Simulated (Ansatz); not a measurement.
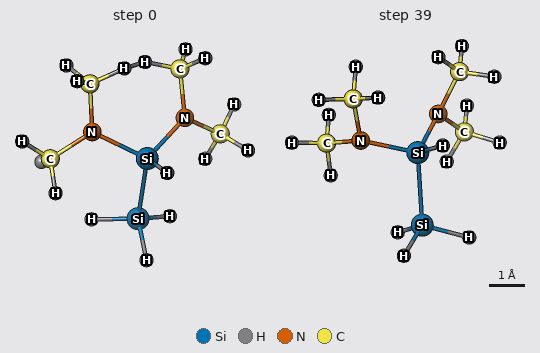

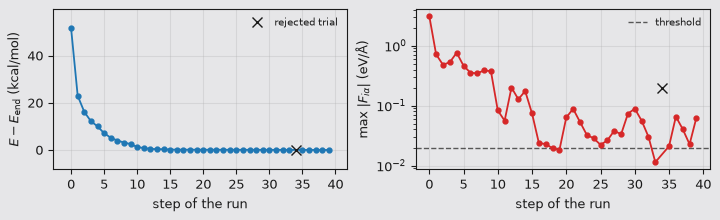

First and last geometry of a relaxation of C4H16N2Si2, with the history of the run. A ball-and-stick model, seen at a tilt.

The run prepares the start of a later molecular dynamics calculation, from a guessed geometry.

Level of theory: RKS PBE0/STO-3G in Ansatz 0.2.0. Set-up: no spin polarisation; force threshold 0.02 eV/Å; at most 40 steps.

> Did the run converge, and what did it change?

The relaxation stopped without meeting its thresholds, so the last structure isn't shown to be converged. It used up its limit of 40 steps. The largest move after the best rigid fit is that of an H atom, 1.90 Å. Largest moves by element: H 1.90 Å, C 0.94 Å, Si 0.82 Å, N 0.60 Å. Some distances before and after: H–H 1.021 → 2.914 Å, N–Si 1.819 → 1.770 Å, Si–Si 2.218 → 2.256 Å, H–Si 1.460 → 1.444 Å. Among the angles between lasting bonds that change: C–N–C 120.0° → 110.1°, C–N–C 120.0° → 110.6°, H–Si–N 109.5° → 103.6°. Groups turn about Si–Si by about 55°. Over 38 accepted moves (39 points after the start) the energy falls by 51.6 kcal/mol. The largest force component goes from 3.1 to 0.063 eV/Å. The line search rejected the trial step at point 34 of the run. The forces were under the threshold at step 18, but the run went on from there. Cost: 6.8 min on 1 thread of Intel(R) Xeon(R) Processor @ 2.70GHz, with other jobs on the host, peak memory 0.21 GiB.

| step | E − E(0), kcal/mol | largest force component, eV/Å | note |
| --- | --- | --- | --- |
| 0 | 0.00 | 3.1177 |  |
| 1 | -28.63 | 0.7149 |  |
| 2 | -35.48 | 0.4797 |  |
| 3 | -39.43 | 0.5297 |  |
| 4 | -41.60 | 0.7624 |  |
| 5 | -44.52 | 0.4624 |  |
| 6 | -46.42 | 0.3545 |  |
| 7 | -47.61 | 0.3444 |  |
| 8 | -48.47 | 0.3880 |  |
| 9 | -49.13 | 0.3742 |  |
| 10 | -50.33 | 0.0831 |  |
| 12 | -51.15 | 0.2002 |  |
| 13 | -51.29 | 0.1278 |  |
| 15 | -51.46 | 0.0741 |  |
| 16 | -51.49 | 0.0238 |  |
| 18 | -51.51 | 0.0194 |  |
| 19 | -51.52 | 0.0182 |  |
| 21 | -51.54 | 0.0883 |  |
| 22 | -51.54 | 0.0534 |  |
| 24 | -51.55 | 0.0285 |  |
| 25 | -51.56 | 0.0222 |  |
| 27 | -51.57 | 0.0382 |  |
| 28 | -51.57 | 0.0332 |  |
| 30 | -51.58 | 0.0890 |  |
| 31 | -51.58 | 0.0561 |  |
| 33 | -51.60 | 0.0114 |  |
| 34 | -51.54 | 0.1936 | rejected |
| 36 | -51.61 | 0.0656 |  |
| 37 | -51.61 | 0.0405 |  |
| 39 | -51.63 | 0.0633 |  |

Limits of the set-up: STO-3G is a minimal basis, so the numbers are rough.
